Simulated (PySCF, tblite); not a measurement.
**C₃H₉BOSi₂: geometry, infrared bands and NMR shifts**

What infrared bands and NMR shifts should C₃H₉BOSi₂ (`BC1=CO[Si@H]1C[SiH3]`) show?

Programs: tblite 0.8.0 and PySCF 2.14.0, with density-fitted response routines of our own. Each step states its level of theory. These are calculated values for one molecule in the gas phase, unless marked as measured. Atoms count from 0, in the outputs and in this text.

## (1) The molecule as given

16 atoms, charge 0, multiplicity 1; geometry from: force field or distance geometry start.

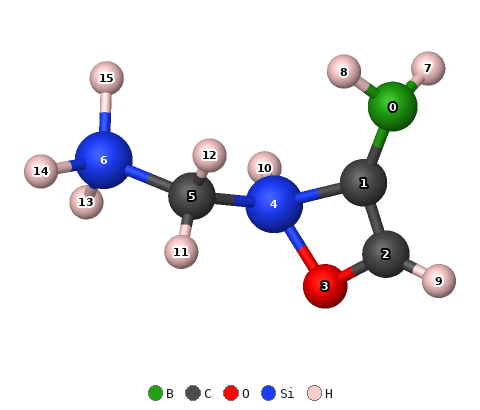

The starting geometry (boron green, carbon dark grey, oxygen red, silicon blue, hydrogen pink), atoms numbered; sticks join atoms by distance.

## (2) Relaxing the molecule with GFN2-xTB

The job: settings as JSON, then the geometry in Å.

```
{"job": {"kind": "relax", "xc": "GFN2-xTB", "basis": "xTB"}, "charge": 0, "multiplicity": 1}
B     -2.292000     1.544700    -0.106400
C     -1.852100     0.064300     0.088300
C     -2.325900    -1.156000    -0.101900
O     -1.278100    -1.943500     0.346200
Si    -0.283900    -0.633000     0.783000
C      1.134100    -0.261300    -0.367200
Si     2.747200     0.044700     0.492200
H     -2.847000     2.008600     0.864100
H     -1.413800     2.242800    -0.528400
H     -3.296600    -1.465200    -0.511300
H     -0.034100    -0.386900     2.192200
H      1.240600    -1.082200    -1.103100
H      0.848600     0.661600    -0.932500
H      3.038800    -1.023900     1.479000
H      3.804100     0.056900    -0.549400
H      2.802500     1.337500     1.211100
```

On the command line:

```bash
OMP_NUM_THREADS=1 python probes_run.py task.json out
```

The driver reads the jobs from task.json and runs them one after another.

Output:

```text
step      E/eV     max force
  0    -536.03030    3.989
  1    -536.36664    1.911
  2    -536.51596    1.171
  3    -536.59935    0.831
  4    -536.66833    0.633
  5    -536.71233    0.483
  6    -536.72927    0.311
  7    -536.74116    0.269
  8    -536.74926    0.251
  9    -536.76235    0.399
 10    -536.77294    0.405
 11    -536.78066    0.263
 12    -536.78508    0.159
 13    -536.78882    0.174
 14    -536.79302    0.196
 15    -536.79694    0.184
 16    -536.80047    0.142
 17    -536.80456    0.182
 18    -536.80994    0.244
 19    -536.81558    0.247
 20    -536.81998    0.172
 21    -536.82292    0.104
 22    -536.82528    0.121
 23    -536.82766    0.132
 24    -536.82974    0.117
 25    -536.83152    0.105
 26    -536.83353    0.132
 27    -536.83595    0.176
 28    -536.83851    0.179
 29    -536.84094    0.130
 30    -536.84311    0.106
 31    -536.84488    0.112
 32    -536.84616    0.083
 33    -536.84698    0.068
 34    -536.84765    0.059
 35    -536.84855    0.092
 36    -536.84972    0.108
 37    -536.85098    0.099
 38    -536.85210    0.101
 39    -536.85313    0.087
 40    -536.85436    0.110
 41    -536.85590    0.138
 42    -536.85740    0.109
 43    -536.85856    0.104
 44    -536.85955    0.087
 45    -536.86070    0.100
 46    -536.86232    0.147
 47    -536.86448    0.157
 48    -536.86662    0.145
 49    -536.86824    0.101
 50    -536.86968    0.096
 51    -536.87142    0.141
 52    -536.87396    0.194
 53    -536.87737    0.211
 54    -536.88073    0.170
 55    -536.88222    0.177
 56    -536.88307    0.211
 57    -536.88586    0.128
 58    -536.88731    0.106
 59    -536.89319    0.156
 60    -536.89738    0.201
 61    -536.90100    0.183
 62    -536.90855    0.197
 63    -536.91823    0.242
 64    -536.92614    0.318
 65    -536.92415    0.599
 66    -536.93566    0.428
 67    -536.94256    0.154
 68    -536.94565    0.150
 69    -536.95506    0.163
 70    -536.95902    0.191
 71    -536.96215    0.179
 72    -536.96487    0.104
 73    -536.96784    0.107
 74    -536.97080    0.127
 75    -536.97333    0.114
 76    -536.97489    0.119
 77    -536.97676    0.112
 78    -536.97969    0.154
 79    -536.98354    0.193
 80    -536.98779    0.176
 81    -536.99101    0.181
 82    -536.99324    0.144
 83    -536.99488    0.087
 84    -536.99679    0.098
 85    -536.99775    0.061
 86    -536.99829    0.048
 87    -536.99874    0.048
 88    -536.99933    0.070
 89    -537.00011    0.090
 90    -537.00091    0.082
 91    -537.00153    0.046
 92    -537.00192    0.037
 93    -537.00221    0.046
 94    -537.00254    0.050
 95    -537.00288    0.038
 96    -537.00313    0.033
 97    -537.00328    0.036
 98    -537.00336    0.031
 99    -537.00343    0.022
100    -537.00351    0.022
101    -537.00364    0.027
102    -537.00377    0.025
103    -537.00385    0.020
104    -537.00389    0.014
105    -537.00393    0.015
106    -537.00399    0.025
107    -537.00413    0.036
108    -537.00438    0.047
109    -537.00472    0.057
110    -537.00501    0.047
111    -537.00522    0.032
112    -537.00539    0.032
113    -537.00561    0.043
114    -537.00594    0.055
115    -537.00630    0.049
116    -537.00660    0.040
117    -537.00683    0.038
118    -537.00711    0.049
119    -537.00749    0.068
120    -537.00790    0.063
121    -537.00824    0.045
122    -537.00852    0.044
123    -537.00891    0.052
124    -537.00960    0.080
125    -537.01066    0.087
126    -537.01171    0.080
127    -537.01235    0.051
128    -537.01274    0.079
129    -537.01315    0.061
130    -537.01359    0.042
131    -537.01397    0.045
132    -537.01435    0.058
133    -537.01474    0.068
134    -537.01577    0.077
135    -537.01710    0.096
136    -537.01911    0.129
137    -537.01212    0.272
138    -537.02138    0.115
139    -537.02271    0.100
140    -537.02400    0.227
141    -537.02690    0.093
142    -537.02794    0.074
143    -537.02842    0.122
144    -537.02997    0.091
145    -537.03075    0.075
146    -537.03264    0.092
147    -537.03335    0.096
148    -537.03439    0.062
149    -537.03561    0.051
150    -537.03601    0.041
151    -537.03655    0.044
152    -537.03711    0.048
153    -537.03785    0.065
154    -537.03859    0.058
155    -537.03921    0.052
156    -537.03966    0.052
157    -537.03972    0.058
158    -537.04017    0.039
159    -537.04036    0.036
160    -537.04072    0.046
161    -537.04101    0.051
162    -537.04156    0.053
163    -537.04218    0.052
164    -537.04274    0.045
165    -537.04305    0.046
166    -537.04333    0.042
167    -537.04362    0.039
168    -537.04391    0.033
169    -537.04415    0.034
170    -537.04429    0.022
171    -537.04438    0.021
172    -537.04444    0.017
173    -537.04448    0.019
174    -537.04450    0.015
175    -537.04451    0.011
176    -537.04452    0.012
177    -537.04454    0.015
178    -537.04456    0.015
179    -537.04458    0.014
180    -537.04461    0.015
181    -537.04463    0.012
182    -537.04465    0.010
```

Run time: 2.3 s. Hardware: 1 thread of Arm Neoverse N1, shared host.

The steps of the relaxation: (not every step is listed)

```csv
step,energy from step 0 (eV),largest force (eV/Å)
0,0.0000,3.9892
1,-0.3363,1.9106
2,-0.4857,1.1706
3,-0.5690,0.8308
4,-0.6380,0.6331
5,-0.6820,0.4831
6,-0.6990,0.3105
7,-0.7109,0.2693
8,-0.7190,0.2510
24,-0.7994,0.1167
40,-0.8241,0.1097
56,-0.8528,0.2112
72,-0.9346,0.1044
88,-0.9690,0.0704
104,-0.9736,0.0139
120,-0.9776,0.0625
136,-0.9888,0.1289
152,-1.0068,0.0475
168,-1.0136,0.0325
177,-1.0142,0.0148
178,-1.0143,0.0151
179,-1.0143,0.0138
180,-1.0143,0.0146
181,-1.0143,0.0124
182,-1.0144,0.0100
```

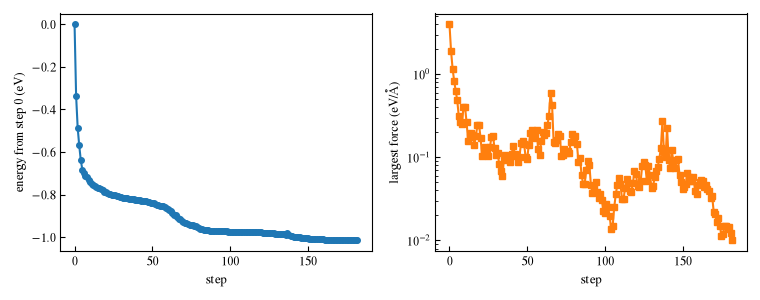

Energy and largest force along the relaxation.

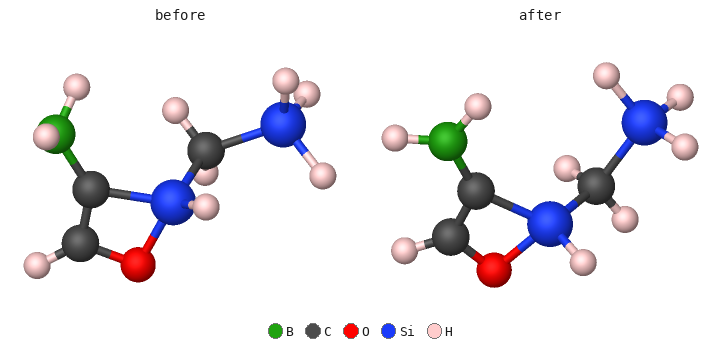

The geometry before (left) and after (right).

Distances of close pairs at the start and the end, largest changes first:

```csv
bond,before (Å),after (Å),change (Å)
O3–Si4,1.702,1.750,+0.048
C5–Si6,1.853,1.900,+0.046
C1–Si4,1.852,1.897,+0.045
B0–C1,1.557,1.512,-0.045
C2–O3,1.385,1.346,-0.039
B0–H7,1.210,1.172,-0.038
C1–C2,1.323,1.357,+0.035
C5–H12,1.119,1.090,-0.029
```

The final coordinates are the input of the step that follows.

## (3) Harmonic vibrations with GFN2-xTB

The job: settings as JSON, then the geometry in Å.

```
{"job": {"kind": "ir", "xc": "GFN2-xTB", "basis": "xTB"}, "charge": 0, "multiplicity": 1}
B     -2.063392     1.773316     0.473946
C     -1.637419     0.330153     0.324789
C     -2.286572    -0.736730    -0.206845
O     -1.507329    -1.830864    -0.117433
Si    -0.247892    -0.911877     0.678194
C      1.349324    -0.903139    -0.319670
Si     2.589960     0.398036     0.293804
H     -3.098729     2.115617     0.043412
H     -1.364813     2.545088     1.011388
H     -3.261098    -0.851035    -0.657539
H     -0.154434    -1.468905     2.023199
H      1.805455    -1.890432    -0.265797
H      1.129100    -0.721597    -1.371497
H      2.904133     0.125067     1.697410
H      3.812265     0.298464    -0.510755
H      2.023841     1.737784     0.159466
```

Output:

```text
mode    cm-1     km/mol
  1      30.7      0.33
  2      77.3      0.07
  3     100.0      0.46
  4     137.2      0.32
  5     173.7      0.18
  6     215.0      0.42
  7     227.2      1.00
  8     246.4      3.51
  9     396.1     34.95
 10     473.2     67.42
 11     490.9     18.02
 12     519.3     25.95
 13     563.1     41.00
 14     593.3     30.55
 15     648.0     84.67
 16     690.8     28.95
 17     710.1     75.74
 18     732.4    152.46
 19     781.0    220.19
 20     784.3    171.16
 21     793.4    427.62
 22     819.8    168.63
 23     834.7     58.36
 24     854.7     85.63
 25     858.3     24.72
 26    1003.0      1.81
 27    1094.6    201.66
 28    1125.7     68.78
 29    1137.4     61.48
 30    1198.4    164.77
 31    1268.0     26.54
 32    1438.8      1.56
 33    1555.9    346.07
 34    2240.2    330.06
 35    2260.5    215.61
 36    2290.8    198.23
 37    2300.8    437.90
 38    2609.2    179.49
 39    2638.7    155.51
 40    2981.3     25.63
 41    2990.8     12.89
 42    3058.8     66.04
```

Wall time 1 s (1 thread of Arm Neoverse N1, shared host).

Which atoms move in the most intense modes:

```csv
cm⁻¹,km/mol,atoms
781,220.2,"H13 57 %, H15 22 %, H14 14 %"
793,427.6,"H14 27 %, H13 24 %, H15 21 %, Si6 19 %"
1095,201.7,"H9 30 %, O3 23 %, C2 21 %"
1556,346.1,"C1 57 %, C2 34 %"
2240,330.1,H14 96 %
2260,215.6,H13 94 %
2291,198.2,H15 94 %
2301,437.9,H10 93 %
```

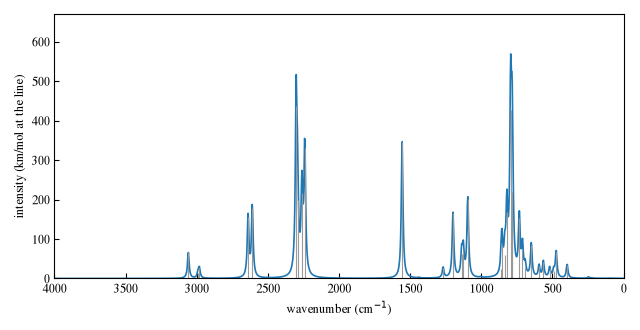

The infrared spectrum from these modes, unscaled. Lines are broadened to a width of 14 cm⁻¹ (Lorentzian).

## (4) Nuclear shieldings: PBE0/pcSseg-1

The job, as its differences from that of step 3:

```diff
@@ -1,2 +1,2 @@
-{"job": {"kind": "ir", "xc": "GFN2-xTB", "basis": "xTB"}, "charge": 0, "multiplicity": 1}
+{"job": {"kind": "nmr", "xc": "PBE0", "basis": "pcSseg-1"}, "charge": 0, "multiplicity": 1}
 B     -2.063392     1.773316     0.473946
```

Method: GIAO PBE0/pcSseg-1 NMR shielding, non-relativistic, gas phase.

Output:

```text
coarse grid: 14264 points
cycle   1  E = -798.0578607715  dE =  7.344e-01  |g| = 7.269e-01  |ddm| = 3.590e+00
cycle   2  E = -797.9487486447  dE =  1.091e-01  |g| = 1.057e+00  |ddm| = 1.327e+00
cycle   3  E = -798.1659106294  dE = -2.172e-01  |g| = 1.498e-01  |ddm| = 8.259e-01
cycle   4  E = -798.1700924861  dE = -4.182e-03  |g| = 6.461e-02  |ddm| = 1.782e-01
cycle   5  E = -798.1710177872  dE = -9.253e-04  |g| = 2.044e-02  |ddm| = 6.374e-02
cycle   6  E = -798.1711166825  dE = -9.890e-05  |g| = 3.947e-03  |ddm| = 2.127e-02
cycle   7  E = -798.1711208491  dE = -4.167e-06  |g| = 1.238e-03  |ddm| = 5.300e-03
final grid: 128240 points
cycle   8  E = -798.2202586119  dE = -1.865e-05  |g| = 1.059e-02  |ddm| = 2.079e-02
cycle   9  E = -798.2202168205  dE =  4.179e-05  |g| = 1.803e-02  |ddm| = 1.978e-02
cycle  10  E = -798.2202805744  dE = -6.375e-05  |g| = 2.315e-03  |ddm| = 1.351e-02
cycle  11  E = -798.2202818262  dE = -1.252e-06  |g| = 3.323e-04  |ddm| = 2.154e-03
cycle  12  E = -798.2202818517  dE = -2.547e-08  |g| = 1.244e-04  |ddm| = 3.968e-04
cycle  13  E = -798.2202818558  dE = -4.115e-09  |g| = 3.852e-05  |ddm| = 1.445e-04
cycle  14  E = -798.2202818561  dE = -3.311e-10  |g| = 7.092e-06  |ddm| = 3.053e-05
converged SCF energy = -798.2202818561

GIAO shielding tensors (ppm)
atom      isotropic    diamagn.    paramagn.     s11        s22        s33       span
  0 B       40.554     194.545    -153.991    -11.742     -3.108    136.513    148.255
  1 C       51.453     256.762    -205.309    -35.549     49.946    139.963    175.512
  2 C       -9.214     257.166    -266.380   -115.349      3.142     84.565    199.914
  3 O      106.212     400.787    -294.575    -15.849     67.161    267.325    283.174
  4 Si     301.483     880.521    -579.037    231.882    306.929    365.639    133.757
  5 C      189.175     260.451     -71.276    180.175    187.214    200.137     19.963
  6 Si     429.950     879.613    -449.662    405.100    419.692    465.059     59.958
  7 H       25.264      29.975      -4.711     20.169     27.438     28.185      8.016
  8 H       25.518      31.358      -5.840     20.075     27.560     28.919      8.844
  9 H       23.405      30.604      -7.200     22.090     23.137     24.987      2.897
 10 H       25.741      29.433      -3.692     22.871     24.494     29.857      6.986
 11 H       31.072      30.418       0.654     26.088     28.468     38.661     12.573
 12 H       31.069      33.811      -2.742     26.289     28.751     38.166     11.877
 13 H       27.713      28.807      -1.094     24.356     25.974     32.809      8.454
 14 H       27.509      28.157      -0.648     23.966     25.277     33.283      9.316
 15 H       27.653      29.664      -2.011     23.902     26.404     32.651      8.750
```

Wall time 45 s (1 thread of Arm Neoverse N1, shared host); peak memory 0.87 GiB.

Shifts follow as δ = σ(reference) − σ, with reference shieldings (ppm) from runs at the same level and on the same kind of geometry: ¹H TMS 31.72, ¹³C TMS 186.9, ²⁹Si TMS 349.2, ¹⁷O H2O 336.1, ¹¹B BF3·OEt2 100.1. The references are single molecules in the gas phase, so shifts against H2O, NH3, PH3, H3PO4 or CFCl3 are not on the usual liquid scales and can be off by tens of ppm. Atoms listed in one row are averaged.

```csv
atoms,environment,σ (ppm),δ (ppm),δ scaled to CDCl3
C2,alkene carbon bearing oxygen,-9.2,196.1,189.5
C1,β carbon of an enol-ether or enamine type C=C,51.5,135.5,130.3
C5,sp3 CH2 bonded to 2 Si,189.2,-2.3,-4.1
H9,hydrogen on an alkene carbon bearing oxygen,23.40,8.31,7.94
"H7, H8",hydrogen on a boron bonded to C,25.39,6.33,–
H10,"hydrogen on a silicon bonded to 2 C, O, in a 4-membered ring",25.74,5.98,–
"H13, H14, H15",hydrogen on a silicon bonded to C,27.62,4.09,–
H12,hydrogen on an sp3 CH2 bonded to 2 Si,31.07,0.65,0.72
H11,hydrogen on an sp3 CH2 bonded to 2 Si,31.07,0.64,0.71
B0,"boron bonded to C, 2 H",40.6,59.5,–
O3,"oxygen bonded to C, Si, in a 4-membered ring",106.2,229.9,–
Si4,"silicon bonded to 2 C, O, H, in a 4-membered ring",301.5,47.7,–
Si6,"silicon bonded to C, 3 H",430.0,-80.8,–
```

The scaled column applies a straight-line fit of computed shieldings to shifts measured in CDCl3 (root-mean-square error 0.16 ppm for H, 1.9 ppm for C).

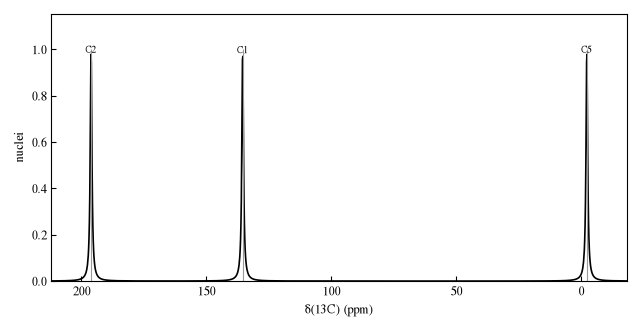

¹³C lines at the computed shifts, without couplings. Lines are broadened to a width of 0.79 ppm (Lorentzian).

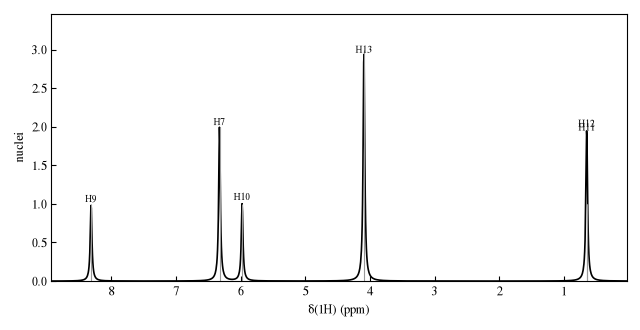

¹H lines at the computed shifts, without couplings. Lines are broadened to a width of 0.03 ppm (Lorentzian).

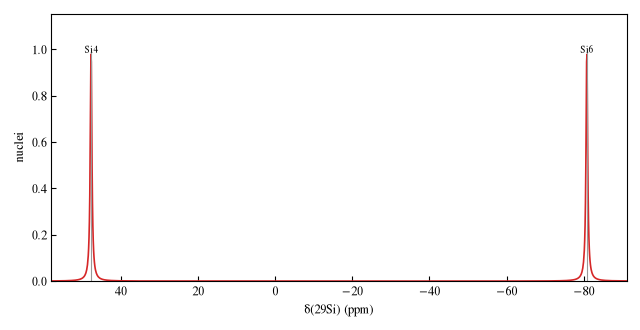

²⁹Si lines at the computed shifts, without couplings. Lines are broadened to a width of 0.51 ppm (Lorentzian).

Charges from the same density, by scheme (e):

```csv
atoms,Mulliken,IAO,Hirshfeld,ESP fit
B0,0.20,-0.05,0.08,0.29
C1,-0.66,-0.48,-0.22,-0.58
C2,0.27,0.16,0.08,0.29
O3,-0.53,-0.57,-0.22,-0.49
Si4,0.98,1.11,0.44,0.85
C5,-0.86,-0.84,-0.24,-0.58
Si6,0.47,0.61,0.32,0.40
```

Hirshfeld charges:

B0 0.08; C1 -0.22; C2 0.08; O3 -0.22; Si4 0.44; C5 -0.24; Si6 0.32; H7 -0.07; H8 -0.07; H9 0.08; H10 -0.06; H11 0.05; H12 0.05; H13 -0.08; H14 -0.07; H15 -0.07

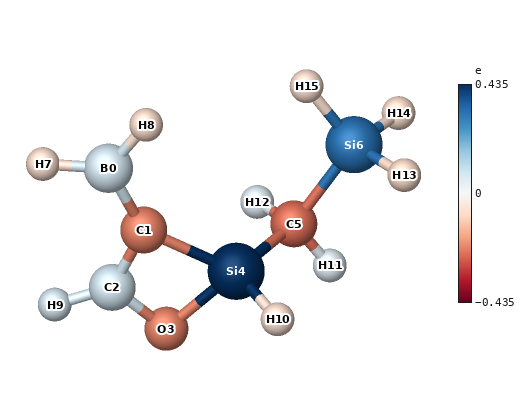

Hirshfeld charges, as colours on the atoms.

Mayer bond orders: B0–C1 1.15, C1–C2 1.54, C2–O3 1.08, O3–Si4 0.80, Si4–C5 0.94, C5–Si6 0.90, Si4–C1 0.92.

Ring of atoms C1, C2, O3, Si4: NICS(0) 1.1, NICS(1) -1.1, NICS(1)zz 3.5 ppm (means of both faces).

## (5) What came out

| quantity | value |
| --- | --- |
| strongest single infrared mode (GFN2-xTB) | 2301 cm⁻¹, 438 km/mol |
| zero-point energy (GFN2-xTB) | 65.7 kcal/mol |
| ¹³C shifts against TMS (PBE0/pcSseg-1) | 196.1, 135.5, -2.3 ppm |
| ¹H shifts against TMS (PBE0/pcSseg-1, means over atoms taken as alike) | 8.31, 6.33, 5.98, 4.09, 0.65, 0.64 ppm |
| ¹¹B shifts against BF3·OEt2 (PBE0/pcSseg-1) | 59.5 ppm |
| ¹⁷O shifts against H2O (PBE0/pcSseg-1) | 229.9 ppm |
| ²⁹Si shifts against TMS (PBE0/pcSseg-1) | 47.7, -80.8 ppm |

Over 182 steps the energy fell by 1.014 eV; of the close pairs, O3–Si4 changed most, 1.702 to 1.750 Å. No mode is imaginary among the 42: a minimum at this level. The strongest single mode, at 2301 cm⁻¹, moves mainly H10. Unscaled tight-binding wavenumbers are off by several per cent, some by more. Its intensities can rank the bands wrongly. The most deshielded carbon is C2 (alkene carbon bearing oxygen), at 196.1 ppm: an sp2 carbon further deshielded by the attached heteroatom. At PBE0/pcSseg-1: Shielding is most anisotropic at O3 (span 283 ppm, paramagnetic term -295 ppm).
